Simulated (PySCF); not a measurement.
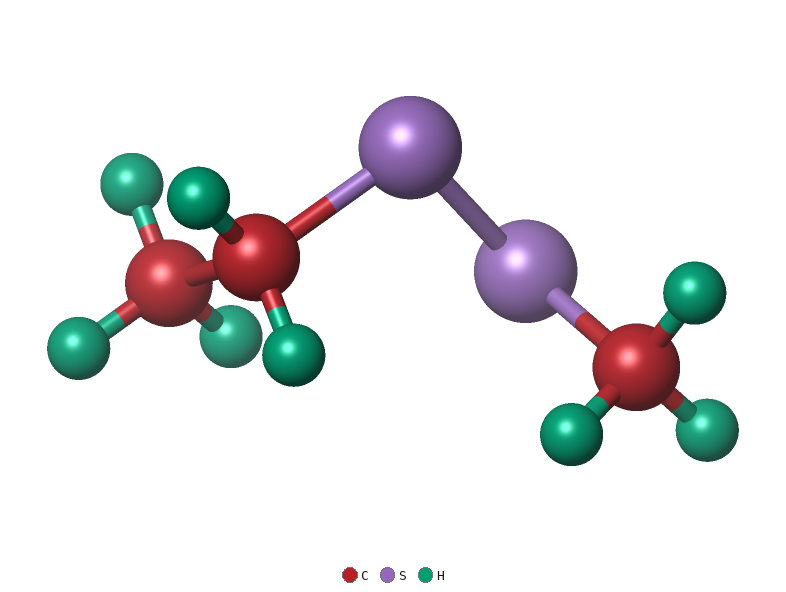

Rendered structure (ball-and-stick style). Every bond is drawn as one stick, whatever its order.

The geometry was computed by an optimisation with GFN2-xTB. No frequency run is at hand to confirm it as a minimum.

Description:

The molecule is C₃H₈S₂. SMILES: `CCSSC`. It has no ring. This geometry has C1 symmetry. Coordination: 3 C tetrahedral; 2 S bent.

More results for the same structure follow; atom numbers are the same in all pictures, views and colours differ.

Quadrupole coupling

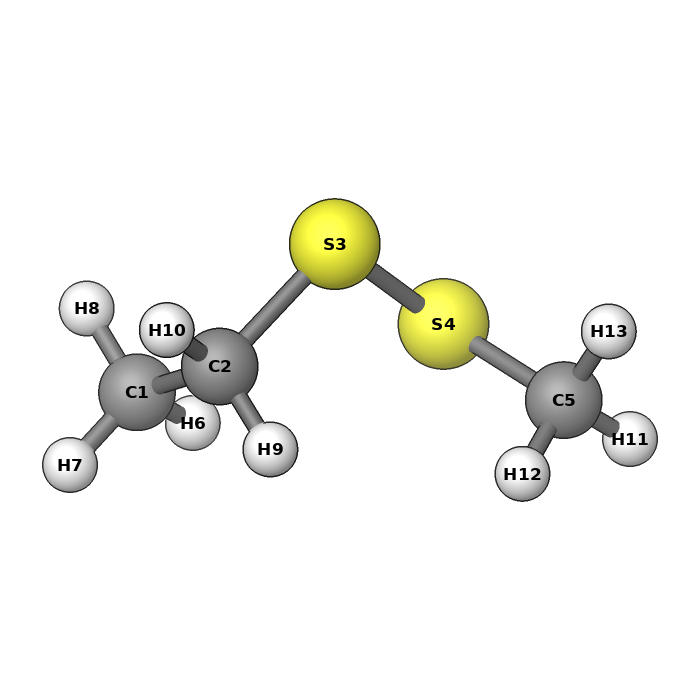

No frequency run is at hand to confirm it as a minimum. Electric field gradients from the ground-state density, PBE0/pcSseg-1 (PySCF 2.14.0), non-relativistic apart from any core potentials.

Give the largest field-gradient component, the quadrupole coupling constant and the asymmetry for 33S at S3 (Q = −67.81 mb), 33S at S4 (Q = −67.81 mb), 2H at H6 (Q = 2.86 mb), 2H at H7 (Q = 2.86 mb).

```json
{"atom": "S3", "V_zz (a.u.)": "−3.125", "e²qQ/h (MHz)": "49.8", "η": "0.67"}
{"atom": "S4", "V_zz (a.u.)": "−3.170", "e²qQ/h (MHz)": "50.5", "η": "0.64"}
{"atom": "H6", "V_zz (a.u.)": "0.307", "e²qQ/h (MHz)": "0.206", "η": "0.02"}
{"atom": "H7", "V_zz (a.u.)": "0.315", "e²qQ/h (MHz)": "0.212", "η": "0.03"}
```

Charges

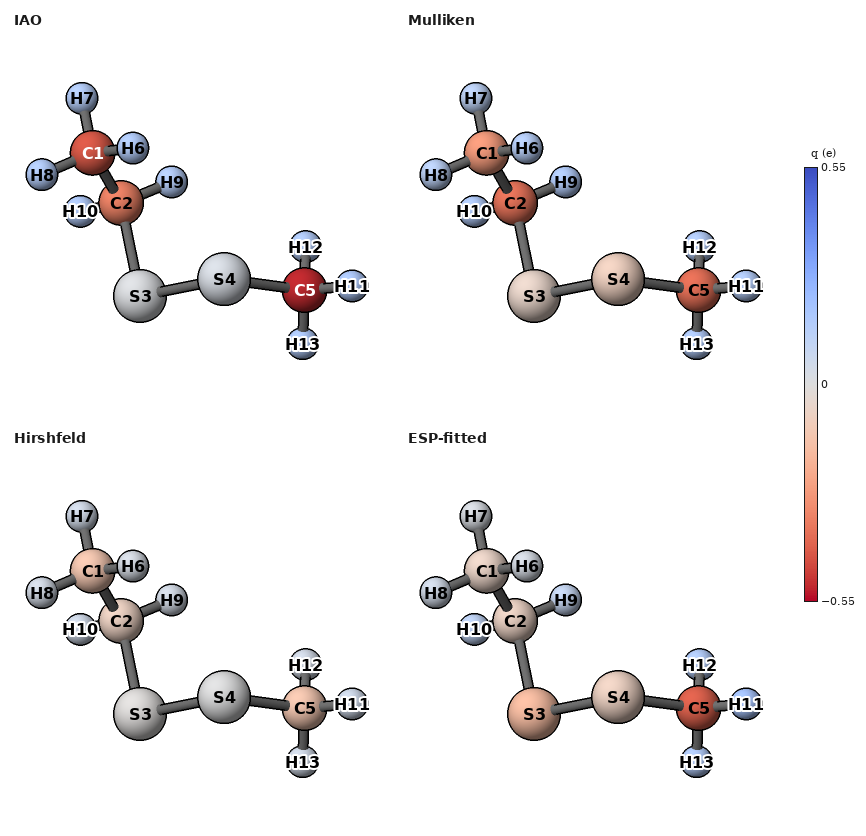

Atomic charges of one calculation by 4 schemes, on one colour scale. No frequency run is at hand to confirm it as a minimum. Computed with PBE0/pcSseg-1 (PySCF 2.14.0).

> On which atom do the schemes disagree most?

On C5 (from −0.51 to −0.13 e).

List the charges (e), one line for each set of equivalent atoms.

```json
{"atom": "C1", "IAO": "−0.42", "Mulliken": "−0.27", "Hirshfeld": "−0.13", "ESP-fitted": "−0.06"}
{"atom": "C2", "IAO": "−0.33", "Mulliken": "−0.37", "Hirshfeld": "−0.07", "ESP-fitted": "−0.07"}
{"atom": "S3", "IAO": "0.01", "Mulliken": "−0.05", "Hirshfeld": "−0.01", "ESP-fitted": "−0.16"}
{"atom": "S4", "IAO": "0.03", "Mulliken": "−0.08", "Hirshfeld": "0.00", "ESP-fitted": "−0.08"}
{"atom": "C5", "IAO": "−0.51", "Mulliken": "−0.37", "Hirshfeld": "−0.13", "ESP-fitted": "−0.41"}
{"atom": "H6", "IAO": "0.15", "Mulliken": "0.14", "Hirshfeld": "0.03", "ESP-fitted": "0.03"}
{"atom": "H7", "IAO": "0.14", "Mulliken": "0.12", "Hirshfeld": "0.04", "ESP-fitted": "0.02"}
{"atom": "H8", "IAO": "0.15", "Mulliken": "0.12", "Hirshfeld": "0.04", "ESP-fitted": "0.05"}
{"atom": "H9", "IAO": "0.15", "Mulliken": "0.15", "Hirshfeld": "0.04", "ESP-fitted": "0.09"}
{"atom": "H10", "IAO": "0.16", "Mulliken": "0.16", "Hirshfeld": "0.05", "ESP-fitted": "0.11"}
{"atom": "H11", "IAO": "0.17", "Mulliken": "0.15", "Hirshfeld": "0.05", "ESP-fitted": "0.19"}
{"atom": "H12", "IAO": "0.15", "Mulliken": "0.15", "Hirshfeld": "0.04", "ESP-fitted": "0.15"}
{"atom": "H13", "IAO": "0.16", "Mulliken": "0.16", "Hirshfeld": "0.04", "ESP-fitted": "0.15"}
```

Electronic properties

No frequency run is at hand to confirm it as a minimum. Method: PBE0/pcSseg-1, gas phase (PySCF 2.14.0).

> Estimate the LUMO energy (Kohn–Sham orbital).

−0.06 eV.

> Estimate the dipole moment.

2.18 D.

> Give the HOMO energy (Kohn–Sham orbital) at this level.

−6.84 eV.

NMR shielding

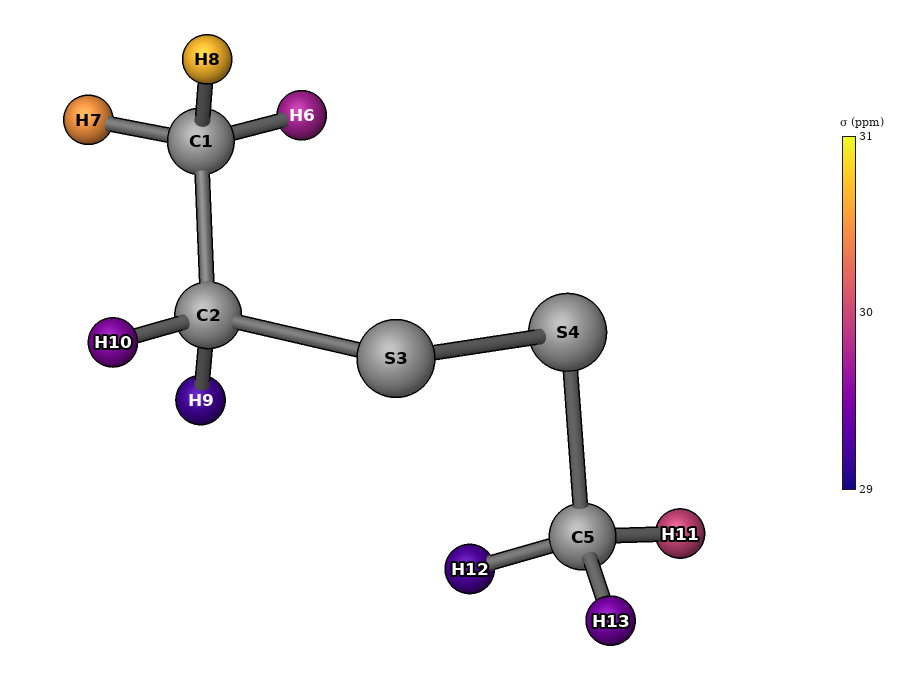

Atoms are coloured by their isotropic NMR shieldings (H only, the others grey). No frequency run is at hand to confirm it as a minimum. Method: GIAO PBE0/pcSseg-1 NMR shielding, non-relativistic, gas phase (PySCF 2.14.0).

> Which H atom is the most shielded (lowest chemical shift)?

H8 (30.70 ppm).

> Which H atom is the least shielded (highest chemical shift)?

H9 (29.21 ppm).

> How wide is the range of H shifts?

1.49 ppm.

List the isotropic NMR shieldings of the H atoms.

```json
{"atom": "H6", "σ (ppm)": "29.75"}
{"atom": "H7", "σ (ppm)": "30.50"}
{"atom": "H8", "σ (ppm)": "30.70"}
{"atom": "H9", "σ (ppm)": "29.21"}
{"atom": "H10", "σ (ppm)": "29.55"}
{"atom": "H11", "σ (ppm)": "29.99"}
{"atom": "H12", "σ (ppm)": "29.27"}
{"atom": "H13", "σ (ppm)": "29.48"}
```

Mulliken values depend strongly on the basis set and can even reverse the polarity of a bond.
